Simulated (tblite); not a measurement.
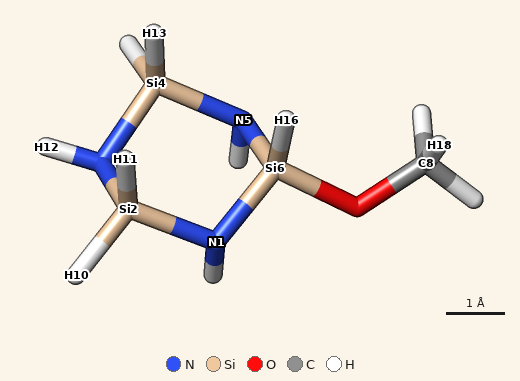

**Figure 1.** The input geometry (stick view, seen at a tilt; atoms are numbered from 1 in the order of the input). Bond lengths as drawn: C–H 1.09 to 1.11 Å, C–O 1.43 Å, H–N 1.01 to 1.04 Å, H–Si 1.45 to 1.49 Å, N–Si 1.67 to 1.69 Å and O–Si 1.65 Å.

Geometry relaxation of CH11N3OSi3 (part 1 of 2)

System: CH11N3OSi3, SMILES CO[SiH]1N[SiH2]N[SiH2]N1.
Method: GFN2-xTB geometry optimisation, gas phase (tblite 0.8.0).

**Output**
```
step      E/eV     max force
  0    -705.31621    3.779
  1    -705.71407    1.352
  2    -705.81798    0.792
  3    -705.91375    0.767
  4    -706.00321    0.699
  5    -706.06957    0.517
  6    -706.13114    0.440
  7    -706.18893    0.491
  8    -706.24818    0.468
  9    -706.29838    0.413
 10    -706.33258    0.418
 11    -706.35747    0.364
 12    -706.38321    0.375
 13    -706.40574    0.392
 14    -706.42178    0.269
 15    -706.43342    0.296
 16    -706.44487    0.428
 17    -706.45920    0.415
 18    -706.47745    0.398
 19    -706.49939    0.254
 20    -706.50961    0.236
 21    -706.52122    0.264
 22    -706.52925    0.234
 23    -706.53472    0.175
 24    -706.53875    0.161
 25    -706.54329    0.226
 26    -706.54800    0.222
 27    -706.55286    0.142
 28    -706.55560    0.111
 29    -706.55929    0.162
 30    -706.56419    0.218
 31    -706.56961    0.215
 32    -706.57435    0.161
 33    -706.57872    0.158
 34    -706.58368    0.220
 35    -706.58999    0.228
 36    -706.59697    0.203
 37    -706.60291    0.159
 38    -706.60753    0.198
 39    -706.61150    0.174
 40    -706.61463    0.103
 41    -706.61688    0.128
 42    -706.61808    0.209
 43    -706.61998    0.097
 44    -706.62139    0.076
 45    -706.62272    0.095
 46    -706.62422    0.137
 47    -706.62620    0.147
 48    -706.62881    0.112
 49    -706.63046    0.089
 50    -706.63123    0.080
 51    -706.63213    0.070
 52    -706.63305    0.069
 53    -706.63393    0.058
 54    -706.63452    0.052
 55    -706.63498    0.060
 56    -706.63548    0.069
 57    -706.63615    0.059
 58    -706.63686    0.078
 59    -706.63765    0.057
 60    -706.63818    0.058
 61    -706.63866    0.044
 62    -706.63901    0.059
 63    -706.63945    0.051
 64    -706.63990    0.063
 65    -706.64048    0.056
 66    -706.64096    0.064
 67    -706.64136    0.058
 68    -706.64166    0.049
 69    -706.64198    0.045
 70    -706.64227    0.038
 71    -706.64257    0.044
 72    -706.64298    0.060
 73    -706.64342    0.063
 74    -706.64389    0.054
 75    -706.64433    0.047
 76    -706.64472    0.050
 77    -706.64495    0.092
 78    -706.64534    0.061
 79    -706.64570    0.041
 80    -706.64634    0.052
 81    -706.64706    0.068
 82    -706.64790    0.078
 83    -706.64893    0.083
 84    -706.64993    0.101
 85    -706.65064    0.128
 86    -706.65143    0.079
 87    -706.65226    0.059
 88    -706.65310    0.052
 89    -706.65346    0.054
 90    -706.65438    0.060
 91    -706.65515    0.065
 92    -706.65597    0.074
 93    -706.65650    0.062
 94    -706.65679    0.037
 95    -706.65698    0.047
 96    -706.65721    0.035
 97    -706.65759    0.043
 98    -706.65804    0.058
 99    -706.65860    0.064
100    -706.65928    0.059
101    -706.65995    0.055
102    -706.66053    0.058
103    -706.66104    0.058
104    -706.66155    0.052
105    -706.66206    0.039
106    -706.66250    0.040
107    -706.66287    0.038
108    -706.66325    0.047
109    -706.66370    0.043
110    -706.66421    0.043
111    -706.66465    0.048
112    -706.66506    0.052
113    -706.66541    0.044
114    -706.66588    0.033
115    -706.66608    0.032
116    -706.66644    0.037
117    -706.66666    0.040
118    -706.66684    0.029
119    -706.66694    0.025
120    -706.66700    0.024
121    -706.66707    0.022
122    -706.66716    0.022
123    -706.66726    0.022
124    -706.66737    0.027
125    -706.66749    0.029
126    -706.66762    0.032
127    -706.66775    0.024
128    -706.66784    0.022
129    -706.66791    0.022
130    -706.66798    0.032
131    -706.66809    0.025
132    -706.66823    0.036
133    -706.66836    0.032
134    -706.66849    0.026
135    -706.66861    0.029
136    -706.66871    0.027
137    -706.66882    0.022
138    -706.66889    0.018
139    -706.66896    0.017
140    -706.66903    0.020
141    -706.66909    0.020
142    -706.66915    0.019
143    -706.66920    0.017
144    -706.66924    0.013
145    -706.66927    0.012
146    -706.66929    0.011
147    -706.66932    0.012
148    -706.66935    0.013
149    -706.66938    0.015
150    -706.66941    0.011
151    -706.66944    0.012
152    -706.66947    0.013
153    -706.66951    0.015
154    -706.66954    0.013
155    -706.66956    0.010
156    -706.66958    0.012
157    -706.66961    0.014
158    -706.66964    0.016
159    -706.66968    0.014
160    -706.66972    0.019
161    -706.66976    0.018
162    -706.66979    0.017
163    -706.66982    0.014
164    -706.66984    0.010
165    -706.66986    0.011
166    -706.66987    0.010
167    -706.66989    0.011
168    -706.66990    0.008
```

**Trajectory as extended XYZ (Å, eV, eV/Å), 25 frames, from step=0 to step=168**
```
19
Properties=species:S:1:pos:R:3:forces:R:3 step=0 energy=-705.31621
N    -0.1117   -1.1975    1.0354    0.9430  -2.5500   0.2920
Si   -1.6674   -0.7087    1.3744   -1.9340  -1.1090   2.2340
N    -2.3502   -0.4895   -0.1565   -1.9330  -0.0070  -0.1710
Si   -1.6303    0.8605   -0.8766   -1.1700   1.6270  -1.3820
N    -0.0701    0.3141   -1.1886    0.4380   0.6490  -1.6320
Si    0.7060    0.0387    0.2678    3.5630   1.0100   0.7540
O     2.1767   -0.5967   -0.1137    0.4490   0.9860   0.0970
C     3.2437    0.2812   -0.4664    0.0400  -0.7170   0.5280
H    -0.1407   -2.0163    0.4014    0.2180   0.4320   0.8690
H    -2.3936   -1.8524    1.9874    0.2140   0.2720  -0.1480
H    -1.7679    0.4696    2.2083    0.1970   0.2050   0.2420
H    -3.3369   -0.3014   -0.0627   -0.2190  -0.4240  -0.1990
H    -1.7073    2.0587   -0.0477    0.1990   0.1230  -0.0320
H    -2.2840    1.0517   -2.1603   -0.1010   0.0570  -0.1930
H    -0.1059   -0.5761   -1.6550    0.0760  -0.0530  -0.6370
H     0.8531    1.2475    1.1215   -0.1770  -0.4010  -0.3230
H     2.9976    0.8534   -1.3600   -0.1120   0.1010   0.1910
H     3.4960    0.9446    0.3890   -0.3120  -0.2750  -0.5850
H     4.1356   -0.3301   -0.6839   -0.3800   0.0740   0.0960
19
Properties=species:S:1:pos:R:3:forces:R:3 step=7 energy=-706.18893
N    -0.0813   -1.2255    1.0990   -0.2710   0.0180  -0.0440
Si   -1.7239   -0.7914    1.4458   -0.3470  -0.0760   0.0150
N    -2.4935   -0.3381   -0.0571    0.0410  -0.0060  -0.0070
Si   -1.6983    0.9082   -0.9837   -0.2980   0.0810   0.0880
N    -0.0545    0.3871   -1.2040   -0.2640  -0.0070  -0.0080
Si    0.7961    0.0102    0.2655    0.0720   0.1190   0.1120
O     2.2693   -0.6039   -0.0546   -0.0990   0.3200  -0.1110
C     3.2973    0.2617   -0.4651   -0.1680  -0.0910   0.1410
H    -0.0623   -2.0643    0.5379    0.1560  -0.2590   0.2610
H    -2.4410   -1.9461    2.0415    0.2580   0.3220  -0.2650
H    -1.7083    0.4258    2.2655    0.1000  -0.2250   0.1770
H    -3.4995   -0.3873   -0.1031    0.1600  -0.0100   0.0100
H    -1.6564    2.0954   -0.1119    0.0490   0.0510  -0.3470
H    -2.3585    1.0846   -2.2988    0.2170  -0.1340   0.3850
H    -0.0609   -0.4472   -1.7774    0.1880   0.1670  -0.3140
H     0.8468    1.2165    1.0923    0.0430  -0.0900  -0.0760
H     2.9939    0.8628   -1.3329    0.1000  -0.3040   0.0770
H     3.5089    0.9655    0.3480    0.2080  -0.1640  -0.1140
H     4.1691   -0.3626   -0.6930   -0.1440   0.2890   0.0210
19
Properties=species:S:1:pos:R:3:forces:R:3 step=14 energy=-706.42178
N    -0.1322   -1.2329    1.0820    0.0300   0.1290   0.0660
Si   -1.7655   -0.7972    1.4485   -0.0010  -0.0870   0.0640
N    -2.5939   -0.2289    0.0263    0.2380   0.0580   0.0130
Si   -1.7556    0.9196   -0.9742   -0.0050   0.0620  -0.0870
N    -0.1173    0.3959   -1.2018    0.0210   0.1620   0.0490
Si    0.7511   -0.0027    0.2477    0.0400   0.0480   0.0180
O     2.2486   -0.5678   -0.0356   -0.0280  -0.1640   0.0230
C     3.2979    0.2516   -0.4509   -0.0310  -0.0890  -0.0370
H     0.0536   -2.1833    0.8063    0.0210   0.0470   0.0920
H    -2.4380   -1.9770    1.9875   -0.0270   0.0010  -0.1190
H    -1.6341    0.3014    2.4120   -0.0630  -0.0680  -0.0300
H    -3.5604   -0.4597   -0.1397    0.1910   0.0880   0.0600
H    -1.6165    2.2130   -0.2876   -0.0970  -0.0930  -0.0620
H    -2.3707    1.0324   -2.2982   -0.0340  -0.1260   0.0910
H     0.0561   -0.2116   -1.9882    0.0060   0.0990  -0.0060
H     0.8529    1.2056    1.0747   -0.1270  -0.1080  -0.0800
H     3.0089    0.8011   -1.3418   -0.0020   0.2040  -0.0900
H     3.5916    0.9491    0.3332   -0.1480   0.1060   0.0530
H     4.1665   -0.3573   -0.6866    0.0150  -0.2680  -0.0180
19
Properties=species:S:1:pos:R:3:forces:R:3 step=21 energy=-706.52122
N    -0.1115   -1.2148    1.1202    0.0740  -0.0190  -0.0520
Si   -1.7501   -0.8191    1.4793    0.0700  -0.0240   0.0260
N    -2.5074   -0.1913    0.0569   -0.0390   0.0210  -0.0130
Si   -1.7422    0.9493   -0.9915    0.0230   0.0180  -0.0840
N    -0.0895    0.4847   -1.2201    0.0180  -0.0530   0.0130
Si    0.7341   -0.0100    0.2222   -0.0620   0.1150   0.0760
O     2.2175   -0.5927   -0.0642   -0.1650  -0.1290  -0.0330
C     3.2751    0.2136   -0.4666   -0.0600  -0.0500   0.0310
H     0.1291   -2.1847    1.0047    0.0800   0.1040  -0.0220
H    -2.4696   -2.0230    1.8749   -0.0100  -0.0610   0.0000
H    -1.6540    0.2195    2.5046   -0.1010   0.0030   0.0480
H    -3.4687   -0.4238   -0.1134   -0.0240   0.0440   0.0310
H    -1.6731    2.2812   -0.3890   -0.0750   0.0190   0.0090
H    -2.4230    0.9059   -2.2801   -0.0270  -0.0210  -0.0700
H     0.1203   -0.0139   -2.0720    0.0320   0.0550   0.0990
H     0.7802    1.1918    1.0549    0.0270   0.0130   0.0080
H     3.0309    0.8055   -1.3448   -0.1050  -0.0580  -0.2350
H     3.5363    0.9212    0.3163    0.1210  -0.0080   0.2140
H     4.1083   -0.4481   -0.6786    0.2210   0.0320  -0.0460
19
Properties=species:S:1:pos:R:3:forces:R:3 step=28 energy=-706.55560
N    -0.0969   -1.1966    1.1251    0.0350  -0.0080   0.0000
Si   -1.7423   -0.8368    1.4889    0.0360   0.0220  -0.0400
N    -2.4786   -0.1620    0.0754   -0.1020  -0.0320  -0.0110
Si   -1.7533    0.9608   -1.0191    0.0540  -0.0570   0.0340
N    -0.0904    0.5189   -1.2088    0.0630  -0.0060  -0.0090
Si    0.7345    0.0141    0.2275   -0.0470   0.0180   0.0130
O     2.1948   -0.6195   -0.0960   -0.0880  -0.0290   0.0440
C     3.2665    0.1825   -0.4780   -0.0370  -0.0610   0.0310
H     0.2099   -2.1528    1.0738   -0.0070   0.0920  -0.0070
H    -2.4705   -2.0572    1.8250    0.0450  -0.0350  -0.0040
H    -1.7130    0.1696    2.5563   -0.0430  -0.0520   0.0030
H    -3.4434   -0.3853   -0.0839   -0.0770   0.0210   0.0370
H    -1.7364    2.3068   -0.4412   -0.0570   0.0340  -0.0390
H    -2.4459    0.8477   -2.3008    0.0350   0.0040  -0.0260
H     0.1747    0.0832   -2.0783   -0.0120   0.0330   0.0690
H     0.7722    1.2138    1.0663    0.1080  -0.0180  -0.0150
H     3.0131    0.7578   -1.3706    0.0860   0.0440   0.0390
H     3.5242    0.8642    0.3343    0.0140   0.0860  -0.0690
H     4.1238   -0.4580   -0.6821   -0.0070  -0.0590  -0.0500
19
Properties=species:S:1:pos:R:3:forces:R:3 step=35 energy=-706.58999
N    -0.0855   -1.1483    1.1398   -0.0420   0.0820  -0.0110
Si   -1.7489   -0.8629    1.4780    0.0040   0.0240  -0.0020
N    -2.4957   -0.1495    0.0854    0.0350  -0.0310   0.0290
Si   -1.7712    0.9543   -1.0339    0.0100  -0.0710   0.0400
N    -0.0863    0.5837   -1.1803   -0.0160   0.0140   0.1200
Si    0.7404    0.0624    0.2466    0.0060  -0.0740  -0.0620
O     2.1590   -0.6467   -0.1116    0.1000   0.2050  -0.0070
C     3.2537    0.1265   -0.4890    0.1000   0.0680  -0.0810
H     0.3077   -2.0719    1.1585   -0.1080   0.0070   0.0320
H    -2.4122   -2.1302    1.7462   -0.0370  -0.1510  -0.0060
H    -1.8248    0.0581    2.6212    0.0190   0.0020  -0.0460
H    -3.4843   -0.3096   -0.0109    0.0540   0.0640   0.0040
H    -1.8687    2.3364   -0.5582    0.0120   0.0390   0.0500
H    -2.4145    0.7707   -2.3265   -0.0370  -0.0500  -0.1620
H     0.2440    0.2198   -2.0589   -0.0770   0.0200   0.0170
H     0.8725    1.2512    1.0842    0.0400   0.0550   0.0330
H     3.0389    0.7167   -1.3864   -0.0340  -0.0750   0.0510
H     3.5232    0.8275    0.3091    0.0230  -0.1390  -0.0730
H     4.0953   -0.5369   -0.6994   -0.0530   0.0110   0.0740
19
Properties=species:S:1:pos:R:3:forces:R:3 step=42 energy=-706.61808
N    -0.0929   -1.0750    1.1604    0.0520  -0.2000   0.0330
Si   -1.7748   -0.9155    1.4699   -0.0150   0.0450   0.0250
N    -2.5052   -0.1472    0.0983   -0.0330   0.0200  -0.0360
Si   -1.8106    0.9365   -1.0593   -0.0020   0.0760  -0.0250
N    -0.1054    0.6637   -1.1214    0.0320  -0.0430  -0.1330
Si    0.7520    0.1277    0.2774    0.0520  -0.0760  -0.0410
O     2.1376   -0.6230   -0.1191    0.0840   0.0140  -0.0100
C     3.2691    0.0794   -0.5190    0.0450   0.0410  -0.0010
H     0.3414   -1.9777    1.2677   -0.0690   0.1630  -0.0090
H    -2.3452   -2.2554    1.6499    0.0010   0.0580  -0.0420
H    -1.9370   -0.0630    2.6606   -0.0240  -0.0380  -0.0400
H    -3.5099   -0.1915    0.0752   -0.0140   0.0000   0.0220
H    -2.0053    2.3451   -0.6655   -0.0160  -0.1040   0.0080
H    -2.3681    0.6636   -2.3930    0.0170  -0.0260   0.0990
H     0.2663    0.3803   -2.0156   -0.0530   0.0480   0.1250
H     1.0058    1.3017    1.1084   -0.0660   0.0800   0.0620
H     3.0692    0.6623   -1.4235    0.0590  -0.0740   0.0230
H     3.5802    0.7723    0.2674    0.0330  -0.0120  -0.0320
H     4.0758   -0.6331   -0.7052   -0.0820   0.0270  -0.0310
19
Properties=species:S:1:pos:R:3:forces:R:3 step=49 energy=-706.63046
N    -0.0946   -1.0484    1.1687    0.0260  -0.0500  -0.0220
Si   -1.7847   -0.9263    1.4533    0.0000  -0.0290   0.0220
N    -2.5196   -0.1309    0.1041    0.0300  -0.0010   0.0300
Si   -1.8213    0.9293   -1.0693   -0.0300   0.0080   0.0200
N    -0.1103    0.6976   -1.0902   -0.0030  -0.0340  -0.0820
Si    0.7667    0.1518    0.2951   -0.0270   0.0300  -0.0140
O     2.1473   -0.6022   -0.1135   -0.0030   0.0090   0.0330
C     3.2967    0.0552   -0.5365    0.0010   0.0020  -0.0230
H     0.3551   -1.9289    1.3462    0.0070   0.0640  -0.0100
H    -2.3236   -2.2849    1.5646   -0.0200  -0.0010  -0.0140
H    -2.0089   -0.1392    2.6752   -0.0030   0.0100   0.0080
H    -3.5244   -0.1256    0.1270   -0.0450   0.0020  -0.0090
H    -2.0864    2.3297   -0.7032    0.0060  -0.0100  -0.0250
H    -2.3534    0.5774   -2.3928    0.0170   0.0240   0.0320
H     0.2748    0.4819   -1.9948    0.0450   0.0060   0.0600
H     1.0027    1.3350    1.1317   -0.0180  -0.0350  -0.0070
H     3.1156    0.6188   -1.4537   -0.0300   0.0430  -0.0250
H     3.6416    0.7499    0.2325    0.0430  -0.0080  -0.0220
H     4.0696   -0.6888   -0.7308    0.0040  -0.0300   0.0490
19
Properties=species:S:1:pos:R:3:forces:R:3 step=56 energy=-706.63548
N    -0.1004   -1.0366    1.1623    0.0150  -0.0470  -0.0310
Si   -1.7917   -0.9462    1.4535   -0.0060  -0.0170  -0.0210
N    -2.5253   -0.1064    0.1305    0.0100   0.0160   0.0070
Si   -1.8345    0.9227   -1.0731    0.0160  -0.0020  -0.0080
N    -0.1210    0.7098   -1.0827    0.0350  -0.0400  -0.0360
Si    0.7629    0.1686    0.2969    0.0150   0.0440   0.0510
O     2.1497   -0.5806   -0.0992   -0.0030  -0.0030   0.0230
C     3.3102    0.0375   -0.5503    0.0050   0.0080   0.0100
H     0.3834   -1.8811    1.4089   -0.0140   0.0360   0.0020
H    -2.3226   -2.3142    1.5034    0.0060   0.0250   0.0130
H    -2.0479   -0.1966    2.6953    0.0110  -0.0270  -0.0030
H    -3.5310   -0.0893    0.1569    0.0000  -0.0080   0.0140
H    -2.1317    2.3281   -0.7512    0.0140  -0.0100  -0.0180
H    -2.3470    0.5296   -2.3913   -0.0060   0.0160  -0.0040
H     0.3060    0.5658   -1.9819   -0.0380   0.0160   0.0140
H     0.9927    1.3450    1.1439    0.0060   0.0030  -0.0010
H     3.1340    0.5946   -1.4728   -0.0240  -0.0040  -0.0310
H     3.6962    0.7331    0.1977   -0.0200   0.0240   0.0380
H     4.0609   -0.7325   -0.7330   -0.0210  -0.0300  -0.0190
19
Properties=species:S:1:pos:R:3:forces:R:3 step=63 energy=-706.63945
N    -0.1051   -1.0437    1.1330   -0.0020  -0.0330   0.0100
Si   -1.7920   -0.9634    1.4472   -0.0100  -0.0170   0.0000
N    -2.5217   -0.0721    0.1572   -0.0120  -0.0110  -0.0050
Si   -1.8364    0.9170   -1.0819   -0.0050  -0.0050  -0.0140
N    -0.1246    0.6971   -1.0829   -0.0040   0.0110  -0.0160
Si    0.7608    0.1866    0.3061    0.0130   0.0010   0.0110
O     2.1525   -0.5608   -0.0688    0.0000  -0.0280   0.0000
C     3.3133    0.0278   -0.5546   -0.0070  -0.0060   0.0160
H     0.4049   -1.8438    1.4617   -0.0160   0.0380   0.0020
H    -2.3289   -2.3318    1.4702    0.0310   0.0400  -0.0040
H    -2.0571   -0.2550    2.7131    0.0140  -0.0230  -0.0140
H    -3.5280   -0.0724    0.1793    0.0190   0.0250   0.0010
H    -2.1421    2.3287   -0.7993    0.0060   0.0120   0.0010
H    -2.3513    0.5079   -2.3955    0.0080  -0.0080   0.0070
H     0.3194    0.6318   -1.9824   -0.0070   0.0010   0.0380
H     0.9826    1.3636    1.1591   -0.0070  -0.0240  -0.0330
H     3.1312    0.5701   -1.4856   -0.0300   0.0040  -0.0020
H     3.7237    0.7271    0.1772    0.0060   0.0250   0.0040
H     4.0417   -0.7633   -0.7394    0.0040   0.0000  -0.0040
19
Properties=species:S:1:pos:R:3:forces:R:3 step=70 energy=-706.64227
N    -0.1052   -1.0374    1.1241   -0.0050   0.0070   0.0100
Si   -1.7931   -0.9840    1.4342   -0.0130   0.0040  -0.0170
N    -2.5172   -0.0465    0.1748    0.0010   0.0280   0.0070
Si   -1.8442    0.9116   -1.0954    0.0220  -0.0270  -0.0030
N    -0.1294    0.7193   -1.0687   -0.0040  -0.0150   0.0060
Si    0.7611    0.2036    0.3151    0.0120  -0.0090  -0.0120
O     2.1501   -0.5533   -0.0487    0.0090  -0.0200   0.0090
C     3.3127    0.0061   -0.5624   -0.0180   0.0010   0.0000
H     0.4258   -1.7814    1.5388   -0.0100   0.0060   0.0030
H    -2.3058   -2.3582    1.4074   -0.0060  -0.0310  -0.0210
H    -2.0878   -0.3459    2.7292    0.0090   0.0230  -0.0020
H    -3.5217   -0.0092    0.2233    0.0010   0.0090   0.0130
H    -2.1838    2.3261   -0.8643    0.0020  -0.0050   0.0020
H    -2.3403    0.4502   -2.4002    0.0110  -0.0010   0.0110
H     0.3368    0.7252   -1.9585   -0.0060   0.0030   0.0080
H     0.9918    1.3818    1.1624    0.0030  -0.0020   0.0020
H     3.1204    0.5350   -1.4990   -0.0030   0.0110  -0.0080
H     3.7512    0.7112    0.1488   -0.0170   0.0030  -0.0020
H     4.0214   -0.8029   -0.7469    0.0120   0.0160  -0.0060
```
